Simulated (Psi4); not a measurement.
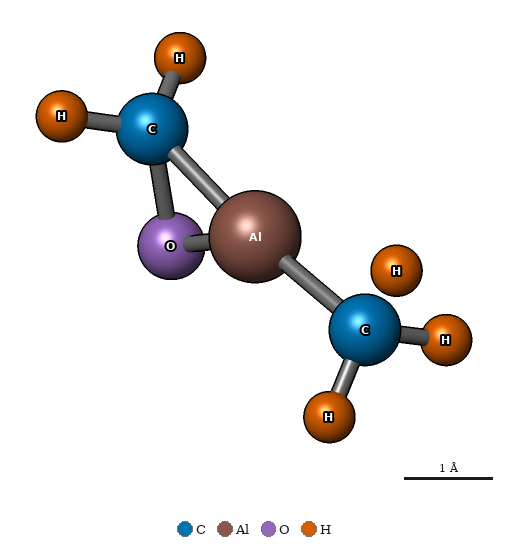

*The structure as given in the input (ball-and-stick view, seen at a tilt). Sticks mark near contacts.*

Bond lengths as drawn: Al–C 1.88 to 1.93 Å, Al–O 1.71 Å, C–H 1.09 Å and C–O 1.49 Å.

## Single-point calculation of C2H5AlO

The run: single-point calculation of C2H5AlO. Method and program: DSD-PBEP86/6-31G*, RKS (Psi4 1.11).

A bond length was changed on purpose from its optimised value.

Input file (c2h5alo.in):
```
memory 2200 MB

molecule {
  C     -1.05115827     1.63895380    -2.57664535
  Al     0.31360194    -1.00080462    -0.44938065
  C      1.49921611    -3.27509002     2.01690091
  O      1.70821982    -3.89737683    -0.71791073
  H      0.29168112     2.12045602    -4.07066282
  H     -1.70113146     4.20653035    -0.97793327
  H     -2.79027322     0.99002185    -3.48484773
  H      0.28941345    -4.59846522     3.03432946
  H      3.34075422    -3.11862069     2.93058349
  units bohr
  symmetry c1
  no_reorient
  no_com
}

set {
  reference            rks
  puream               true
  e_convergence        1e-09
  d_convergence        1e-08
  scf_type             pk
  dft_radial_points    99
  dft_spherical_points 590
  num_frozen_docc      8
}

E = energy('dsd-pbep86/6-31G*')
print_variables()
```

Hardware: 1 thread of Intel Xeon (Granite Rapids), 64 GiB of memory available, shared host.

Launch command:
```bash
psi4 -n 1 c2h5alo.in c2h5alo.out
```

Output:
```
Psi4 1.11 release

   => Loading Basis Set <=

    Name: 6-31G*
    Role: ORBITAL
    Keyword: BASIS

         ---------------------------------------------------------
                                   SCF
                              RKS Reference
                        1 Threads,   2098 MiB Core
         ---------------------------------------------------------

  ==> Geometry <==

    Molecular point group: c1
    Full point group: C1

    Geometry (in Bohr), charge = 0, multiplicity = 1:

       Center              X                  Y                   Z               Mass
    ------------   -----------------  -----------------  -----------------  -----------------
         C           -1.051158270000     1.638953800000    -2.576645350000    12.000000000000
         AL           0.313601940000    -1.000804620000    -0.449380650000    26.981538530000
         C            1.499216110000    -3.275090020000     2.016900910000    12.000000000000
         O            1.708219820000    -3.897376830000    -0.717910730000    15.994914619570
         H            0.291681120000     2.120456020000    -4.070662820000     1.007825032230
         H           -1.701131460000     4.206530350000    -0.977933270000     1.007825032230
         H           -2.790273220000     0.990021850000    -3.484847730000     1.007825032230
         H            0.289413450000    -4.598465220000     3.034329460000     1.007825032230
         H            3.340754220000    -3.118620690000     2.930583490000     1.007825032230

  Running in c1 symmetry.

  Rotational constants: A =      0.36688  B =      0.09481  C =      0.07765 [cm^-1]
  Rotational constants: A =  10998.84338  B =   2842.20629  C =   2327.99927 [MHz]
  Nuclear repulsion =  143.873077733336231

  Charge       = 0
  Multiplicity = 1
  Electrons    = 38
  Nalpha       = 19
  Nbeta        = 19

  ==> Algorithm <==

  SCF Algorithm Type is PK.
  DIIS enabled.
  MOM disabled.
  Fractional occupation disabled.
  Guess Type is SAD.
  Energy threshold   = 1.00e-09
  Density threshold  = 1.00e-08
  Integral threshold = 1.00e-12

  ==> Primary Basis <==

  Basis Set: 6-31G*
    Blend: 6-31G*
    Number of shells: 36
    Number of basis functions: 70
    Number of Cartesian functions: 74
    Spherical Harmonics?: true
    Max angular momentum: 2

  ==> DFT Potential <==

   => LibXC <=

    Version 7.1.2

   => Composite Functional: DSD-PBEP86 <=

    DSD-PBEP86 SCS Double Hybrid XC Functional (not dispersion corrected)

    Deriv               =              1
    GGA                 =           TRUE
    Meta                =          FALSE

    Exchange Hybrid     =           TRUE
    MP2 Hybrid          =           TRUE

   => Exchange Functionals <=

    0.2800     XC_GGA_X_PBE

   => Exact (HF) Exchange <=

    0.7200               HF

   => Correlation Functionals <=

    0.4400     XC_GGA_C_P86

   => MP2 Correlation <=

    MP2 SCS Hybrid      =           TRUE
    MP2 OS Alpha        =       0.510000
    MP2 SS Alpha        =       0.360000

   => LibXC Density Thresholds  <==

    XC_GGA_C_P86:  1.00E-15
    XC_GGA_X_PBE:  1.00E-15

   => Molecular Quadrature <=

    Radial Scheme          =       TREUTLER
    Pruning Scheme         =           NONE
    Nuclear Scheme         =       TREUTLER

    Blocking Scheme        =         OCTREE
    BS radius alpha        =              1
    Pruning alpha          =              1
    Radial Points          =             99
    Spherical Points       =            590
    Total Points           =         501388
    Total Blocks           =           3568
    Max Points             =            256
    Max Functions          =             69
    Weights Tolerance      =       1.00E-15

  ==> Integral Setup <==

  Using in-core PK algorithm.
   Calculation information:
      Number of atoms:                   9
      Number of AO shells:              36
      Number of primitives:             92
      Number of atomic orbitals:        74
      Number of basis functions:        70

      Integral cutoff                 1.00e-12
      Number of threads:                 1

  Performing in-core PK
  Using 6177710 doubles for integral storage.
  We computed 198008 shell quartets total.
  Whereas there are 222111 unique shell quartets.

  ==> DiskJK: Disk-Based J/K Matrices <==

    J tasked:                  Yes
    K tasked:                  Yes
    wK tasked:                  No
    Memory [MiB]:              792
    Schwarz Cutoff:          1E-12

  Cached 100.0% of DFT collocation blocks in 0.763 [GiB].

  Minimum eigenvalue in the overlap matrix is 1.5723277008E-02.
  Reciprocal condition number of the overlap matrix is 3.2851792388E-03.
    Using symmetric orthogonalization.

  ==> Pre-Iterations <==

  SCF Guess: Superposition of Atomic Densities via on-the-fly atomic UHF (no occupation information).

   -------------------------
    Irrep   Nso     Nmo
   -------------------------
     A         70      70
   -------------------------
    Total      70      70
   -------------------------

  ==> Iterations <==

                        Total Energy        Delta E     RMS |[F,P]|

   @RKS iter SAD:  -394.73142341419663   -3.94731e+02   0.00000e+00
   @RKS iter   1:  -395.62587615725738   -8.94453e-01   9.41960e-03 ADIIS/DIIS
   @RKS iter   2:  -395.67827886139446   -5.24027e-02   9.25142e-03 ADIIS/DIIS
   @RKS iter   3:  -395.86255237287372   -1.84274e-01   1.27558e-03 ADIIS/DIIS
   @RKS iter   4:  -395.86592831261288   -3.37594e-03   3.89957e-04 ADIIS/DIIS
   @RKS iter   5:  -395.86645066874195   -5.22356e-04   7.19291e-05 DIIS
   @RKS iter   6:  -395.86647979749841   -2.91288e-05   2.12899e-05 DIIS
   @RKS iter   7:  -395.86648326079148   -3.46329e-06   8.79321e-06 DIIS
   @RKS iter   8:  -395.86648379366557   -5.32874e-07   3.87745e-06 DIIS
   @RKS iter   9:  -395.86648389511606   -1.01450e-07   6.33965e-07 DIIS
   @RKS iter  10:  -395.86648390383499   -8.71893e-09   1.44837e-07 DIIS
   @RKS iter  11:  -395.86648390472277   -8.87781e-10   2.89229e-08 DIIS
   @RKS iter  12:  -395.86648390473050   -7.73070e-12   5.31254e-09 DIIS
  Energy and wave function converged.

  ==> Post-Iterations <==

   Electrons on quadrature grid:
      Ntotal   =   37.9999994305 ; deviation = -5.695e-07

    Orbital Energies [Eh]
    ---------------------

    Doubly Occupied:

       1A    -57.607179     2A    -20.019714     3A    -10.903450
       4A    -10.868613     5A     -4.630167     6A     -3.025861
       7A     -3.022656     8A     -3.021043     9A     -1.166647
      10A     -0.845615    11A     -0.767503    12A     -0.534513
      13A     -0.529542    14A     -0.529208    15A     -0.477342
      16A     -0.448281    17A     -0.399656    18A     -0.360517
      19A     -0.295610

    Virtual:

      20A      0.034832    21A      0.045178    22A      0.066503
      23A      0.120819    24A      0.168568    25A      0.206838
      26A      0.235092    27A      0.260800    28A      0.278352
      29A      0.319776    30A      0.352748    31A      0.360622
      32A      0.368469    33A      0.550275    34A      0.555229
      35A      0.599830    36A      0.626544    37A      0.637772
      38A      0.734020    39A      0.739488    40A      0.803265
      41A      0.833656    42A      0.912868    43A      0.953869
      44A      1.010135    45A      1.049233    46A      1.070242
      47A      1.073342    48A      1.096506    49A      1.146331
      50A      1.188025    51A      1.239631    52A      1.288870
      53A      1.301232    54A      1.414379    55A      1.735167
      56A      1.823354    57A      1.909318    58A      1.930554
      59A      1.999793    60A      2.137818    61A      2.159663
      62A      2.180860    63A      2.306560    64A      2.356015
      65A      2.417229    66A      2.453297    67A      2.501708
      68A      2.594609    69A      2.770388    70A      3.060157

    Final Occupation by Irrep:
              A
    DOCC [    19 ]
    NA   [    19 ]
    NB   [    19 ]

  @RKS Final Energy:  -395.86648390473050

   => Energetics <=

    Nuclear Repulsion Energy =            143.8730777333362312
    One-Electron Energy =                -832.4827043625722354
    Two-Electron Energy =                 304.0895454570166407
    DFT Exchange-Correlation Energy =     -11.3464027325111250
    Empirical Dispersion Energy =           0.0000000000000000
    VV10 Nonlocal Energy =                  0.0000000000000000
    Total Energy =                       -395.8664839047305009

Computation Completed

Properties will be evaluated at   0.000000,   0.000000,   0.000000 [a0]

Properties computed using the SCF density matrix

 Multipole Moments:

 ------------------------------------------------------------------------------------
     Multipole            Electronic (a.u.)      Nuclear  (a.u.)        Total (a.u.)
 ------------------------------------------------------------------------------------

 L = 1.  Multiply by 2.5417464519 to convert [e a0] to [Debye]
 Dipole X            :        -20.4240455           19.8613749           -0.5626705
 Dipole Y            :         55.4838651          -54.4063697            1.0774954
 Dipole Z            :         17.3913335          -17.5122318           -0.1208983
 Magnitude           :                                                    1.2215608

 ------------------------------------------------------------------------------------

	total time  =          7 seconds =       0.12 minutes

   => Loading Basis Set <=

    Name: (6-31G* AUX)
    Role: RIFIT
    Keyword: DF_BASIS_MP2

	 --------------------------------------------------------
	                          DF-MP2
	      2nd-Order Density-Fitted Moller-Plesset Theory
	              RMP2 Wavefunction,   1 Threads

	 --------------------------------------------------------

   => Auxiliary Basis Set <=

  Basis Set: (6-31G* AUX)
    Blend: CC-PVDZ-RI
    Number of shells: 108
    Number of basis functions: 314
    Number of Cartesian functions: 363
    Spherical Harmonics?: true
    Max angular momentum: 3

	 --------------------------------------------------------
	                 NBF =    70, NAUX =   314
	 --------------------------------------------------------
	   CLASS    FOCC     OCC    AOCC    AVIR     VIR    FVIR
	   PAIRS       8      19      11      51      51       0
	 --------------------------------------------------------

	-----------------------------------------------------------
	 ==================> DF-MP2 Energies <====================
	-----------------------------------------------------------
	 Reference Energy          =    -395.8664839047305009 [Eh]
	 Singles Energy            =      -0.0000000000000000 [Eh]
	 Same-Spin Energy          =      -0.1390025971042579 [Eh]
	 Opposite-Spin Energy      =      -0.4278935854309901 [Eh]
	 Correlation Energy        =      -0.5668961825352481 [Eh]
	 Total Energy              =    -396.4333800872657321 [Eh]
	-----------------------------------------------------------
	 ================> DF-SCS-MP2 Energies <==================
	-----------------------------------------------------------
	 SCS Same-Spin Scale       =       0.3600000000000000 [-]
	 SCS Opposite-Spin Scale   =       0.5100000000000000 [-]
	 SCS Same-Spin Energy      =      -0.0500409349575329 [Eh]
	 SCS Opposite-Spin Energy  =      -0.2182257285698050 [Eh]
	 SCS Correlation Energy    =      -0.5598065015519408 [Eh]
	 SCS Total Energy          =    -396.4262904062824191 [Eh]
	-----------------------------------------------------------

    DSD-PBEP86 Energy Summary
    -------------------------
    DFT Reference Energy                  =  -395.8664839047305009
    Scaled MP2 Correlation                =    -0.2682666635273378
    @Final double-hybrid DFT total energy =  -396.1347505682578571

	total time  =          1 seconds =       0.02 minutes

  Variable Map:
  ----------------------------------------------------------------------------
  "CURRENT ENERGY"                             =>    -396.134750568258
  "CURRENT REFERENCE ENERGY"                   =>    -395.866483904731
  "DD SOLVATION ENERGY"                        =>       0.000000000000
  "DFT FUNCTIONAL TOTAL ENERGY"                =>    -395.866483904731
  "DFT TOTAL ENERGY"                           =>    -396.134750568258
  "DFT VV10 ENERGY"                            =>       0.000000000000
  "DFT XC ENERGY"                              =>     -11.346402732511
  "DOUBLE-HYBRID CORRECTION ENERGY"            =>      -0.268266663527
  "DSD-PBEP86 DOUBLE-HYBRID CORRECTION ENERGY" =>      -0.268266663527
  "DSD-PBEP86 TOTAL ENERGY"                    =>    -396.134750568258
  "GRID ELECTRONS ALPHA"                       =>      18.999999715259
  "GRID ELECTRONS BETA"                        =>      18.999999715259
  "GRID ELECTRONS TOTAL"                       =>      37.999999430518
  "NUCLEAR REPULSION ENERGY"                   =>     143.873077733336
  "ONE-ELECTRON ENERGY"                        =>    -832.482704362572
  "PCM POLARIZATION ENERGY"                    =>       0.000000000000
  "PE ENERGY"                                  =>       0.000000000000
  "SCF ITERATION ENERGY"                       =>    -395.866483904731
  "SCF ITERATIONS"                             =>      12.000000000000
  "SCF TOTAL ENERGY"                           =>    -395.866483904731
  "TWO-ELECTRON ENERGY"                        =>     304.089545457017
  "XC GRID RADIAL POINTS"                      =>      99.000000000000
  "XC GRID SPHERICAL POINTS"                   =>     590.000000000000
  "XC GRID TOTAL POINTS"                       =>  501388.000000000000

  Array Variable Map:
  ----------------------------------------------------------------------------
  "CURRENT DIPOLE"                             =>      -0.562670546222 ... -0.120898271900 1 by 3
  "SCF DIPOLE"                                 =>      -0.562670546222 ... -0.120898271900 1 by 3
  "SCF TOTAL ENERGIES"                         =>    -394.731423414197 ... -395.866483904731 1 by 13

    Psi4 run time: 0:00:07.75
```

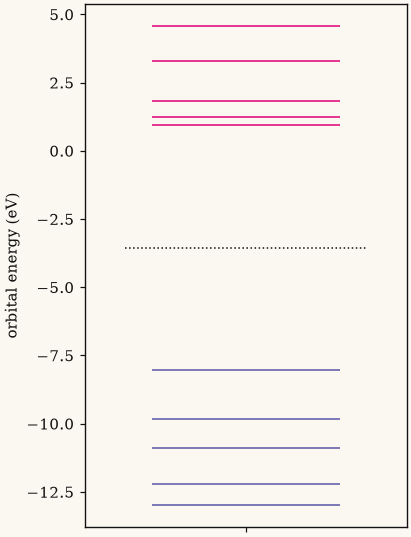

*Orbital energies near the frontier; the dotted line parts filled from empty levels, and levels within 0.02 eV of each other stand side by side.*

Highest filled −8.04 eV, lowest empty 0.95 eV, 8.99 eV apart.

Key numbers:

| quantity | value |
| --- | --- |
| outcome | converged |
| total energy | −396.134751 hartree |
| SCF energy | −395.866484 hartree |
| basis functions | 70 |
| HOMO | −8.04 eV |
| LUMO | 0.95 eV |
| wall time | 8.7 s |
| peak memory | 1.1 GiB |
